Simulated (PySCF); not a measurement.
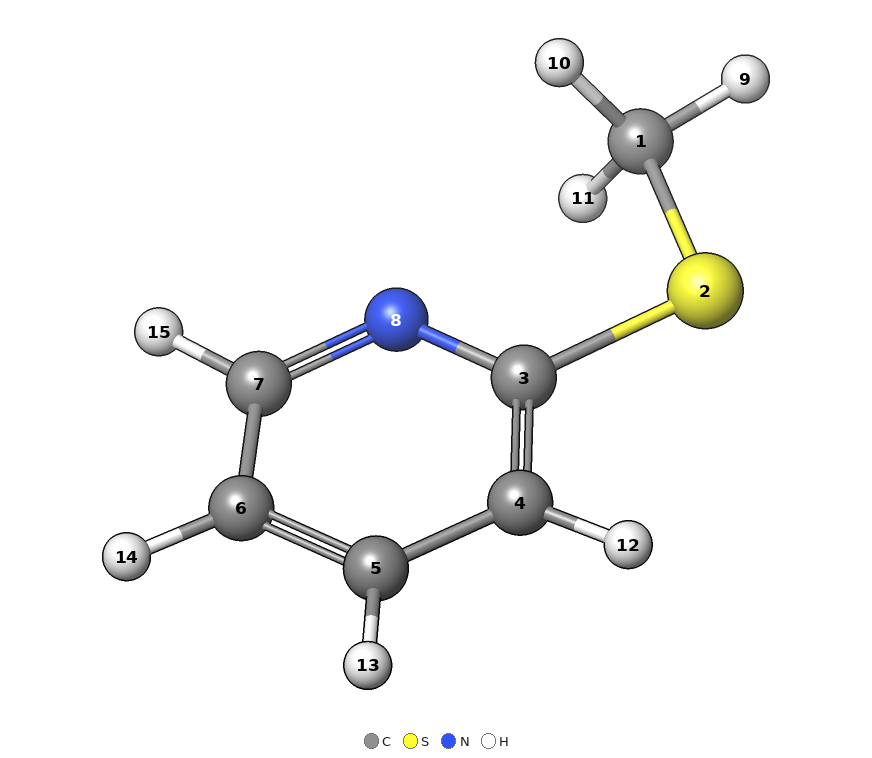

The atoms are numbered. Computed geometry: GFN2-xTB optimisation. No frequency run is at hand to confirm it as a minimum.

Give the bond lengths.

| bond | length (Å) | order |
| --- | --- | --- |
| C1–S2 | 1.812 | single |
| C1–H9 | 1.085 | single |
| C1–H10 | 1.085 | single |
| C1–H11 | 1.085 | single |
| S2–C3 | 1.756 | single |
| C3–C4 | 1.396 | aromatic |
| C3–N8 | 1.322 | aromatic |
| C4–C5 | 1.379 | aromatic |
| C4–H12 | 1.078 | single |
| C5–C6 | 1.391 | aromatic |
| C5–H13 | 1.080 | single |
| C6–C7 | 1.383 | aromatic |
| C6–H14 | 1.078 | single |
| C7–N8 | 1.323 | aromatic |
| C7–H15 | 1.082 | single |
